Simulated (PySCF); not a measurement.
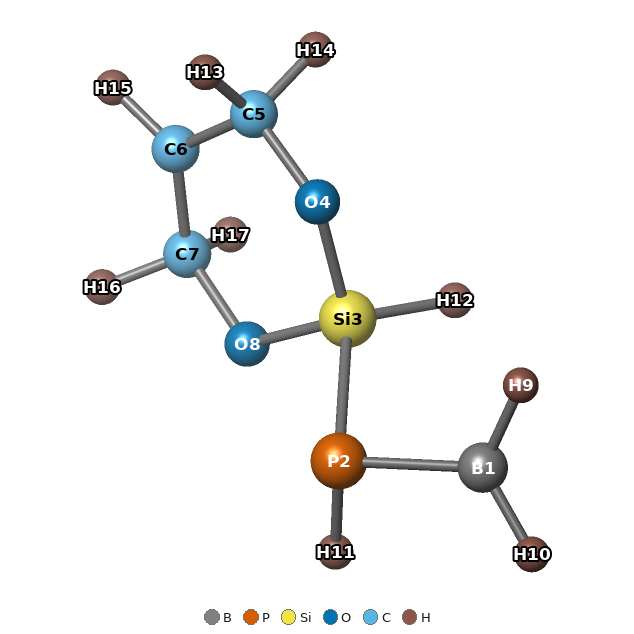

Charge 0, doublet. Computed geometry: GFN2-xTB optimisation. No frequency run is at hand to confirm it as a minimum. Computed with UKS B3LYP, pcH-1 on B C H O P Si, non-relativistic (PySCF 2.14.0). Fermi-contact and spin-dipolar terms alone, no spin-orbit part.

**Which nucleus has the largest dipolar (anisotropic) hyperfine coupling?**

13C at C6: principal values −80.6, −79.7, 160.4 MHz.

List the isotropic and dipolar parts for the most strongly coupled nuclei, one of each equivalent set.

```json
{"atom": "C6", "isotope": "13C", "a_iso (MHz)": "93.7", "dipolar part (MHz)": "−80.6, −79.7, 160.4"}
{"atom": "H15", "isotope": "1H", "a_iso (MHz)": "−60.9", "dipolar part (MHz)": "−37.8, −1.2, 39.0"}
{"atom": "H16", "isotope": "1H", "a_iso (MHz)": "78.2", "dipolar part (MHz)": "−5.4, −4.5, 10.0"}
{"atom": "H13", "isotope": "1H", "a_iso (MHz)": "82.8", "dipolar part (MHz)": "−5.4, −4.6, 9.9"}
{"atom": "H14", "isotope": "1H", "a_iso (MHz)": "152.9", "dipolar part (MHz)": "−6.0, −2.1, 8.1"}
{"atom": "H17", "isotope": "1H", "a_iso (MHz)": "153.0", "dipolar part (MHz)": "−6.0, −2.1, 8.1"}
{"atom": "C7", "isotope": "13C", "a_iso (MHz)": "−37.1", "dipolar part (MHz)": "−2.8, −0.6, 3.4"}
{"atom": "C5", "isotope": "13C", "a_iso (MHz)": "−37.0", "dipolar part (MHz)": "−2.8, −0.5, 3.3"}
```

The geometry is semi-empirical. Around B, P, Si such bond lengths and angles can be off by a tenth of an ångström or more and by several degrees, and values that hang on the shape move with them.
